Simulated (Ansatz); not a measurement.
# C3H5AlF2: up Jacob's ladder to CCSD(T)

Aim: compute C3H5AlF2 with functionals from several rungs and with coupled cluster. The yardstick is the atomisation energy at the CCSD(T) limit.

Method: functionals in def2-TZVPP, the program's frozen cores in correlated methods; program: Ansatz 0.2.0, Gaussian basis.

Levels to be run: PBE-D4, r2SCAN-D4, PBE0-D4, B3LYP-D4, ωB97X-V, ωB97M-V, B2PLYP; CCSD(T)/def2-TZVPP; MP2/def2-QZVPP; extrapolation to the limit.

## 1. The relaxed structure

All runs share one geometry, relaxed beforehand with PBE0-D4 in a triple-zeta def2 set.

11 atoms, charge 0, spin multiplicity 1.

Atoms are counted from 1 here; the program's logs count them from 0.

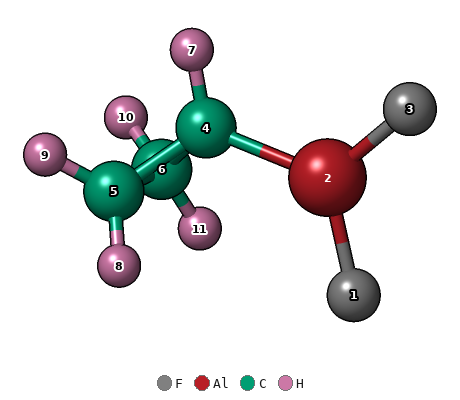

The structure; fluorine grey, aluminium red, carbon teal, hydrogen pink; atoms are numbered from 1 in the order of the file.

## 2. PBE-D4 (GGA)

Contents of in.yaml:

```yaml
crystal:
  periodic: [false, false, false]
  atoms:
    - {symbol: F, position_ang: [-0.417461, -2.674712, 0.087964]}
    - {symbol: Al, position_ang: [0.740883, -1.610788, 0.571873]}
    - {symbol: F, position_ang: [2.056317, -2.239532, 1.329969]}
    - {symbol: C, position_ang: [0.507210, 0.251050, 0.238796]}
    - {symbol: C, position_ang: [-0.880590, 0.872024, 0.275300]}
    - {symbol: C, position_ang: [-0.188923, 0.728027, -1.026451]}
    - {symbol: H, position_ang: [1.295286, 0.913666, 0.583793]}
    - {symbol: H, position_ang: [-1.731624, 0.231485, 0.475013]}
    - {symbol: H, position_ang: [-0.961093, 1.863154, 0.704525]}
    - {symbol: H, position_ang: [0.208383, 1.619872, -1.495293]}
    - {symbol: H, position_ang: [-0.562990, -0.011247, -1.724987]}
basis:
  gaussian: {orbitals: def2-TZVPP}
hamiltonian: {xc: pbe, dispersion: d4}
output: {forces: true, orbitals: {seedname: orbitals}}
```

Run with:

```bash
$ ansatz run in.yaml --threads 4 --pin off --events-out ev --progress --plain --max-ram 10444MiB
```

The runs that follow: r2SCAN-D4 (meta-GGA); PBE0-D4 (hybrid); B3LYP-D4 (hybrid); ωB97X-V (range-separated); ωB97M-V (range-separated); B2PLYP (double hybrid); CCSD(T) in def2-TZVPP; MP2 in def2-QZVPP.

Q: Predict the results of all the runs planned. Wanted: atomisation energy, CCSD(T)/CBS; farthest; mean size of error, hybrid; mean size of error, range-separated; gap, smallest and largest; T1 diagnostic; triples share of the correlation energy.

As calculated:

```
                               quantity                                 value
        atomisation energy, CCSD(T)/CBS                             47.740 eV
    functionals within 0.239 eV (0.5 %)  r2SCAN-D4, PBE0-D4, ωB97X-V, ωB97M-V
                               farthest                    PBE-D4 (+0.876 eV)
             mean size of error, hybrid                              0.171 eV
    mean size of error, range-separated                              0.011 eV
              gap, smallest and largest  5.86 eV (PBE-D4), 12.31 eV (ωB97X-V)
                          T1 diagnostic                                0.0111
triples share of the correlation energy                                 3.4 %
```

In words: PBE-D4 misses by +0.876 eV. Double hybrids carry the basis error of their MP2 part in triple zeta, and no dispersion term here, so their miss is partly the set-up's. Misses under about 0.239 eV are within the doubt on the reference itself, which lacks core-valence correlation, relativity and higher excitations. Hartree-Fock recovers 75 % of the binding; the rest is correlation. Orbital gaps span 5.9 to 12.3 eV; exact exchange widens them.
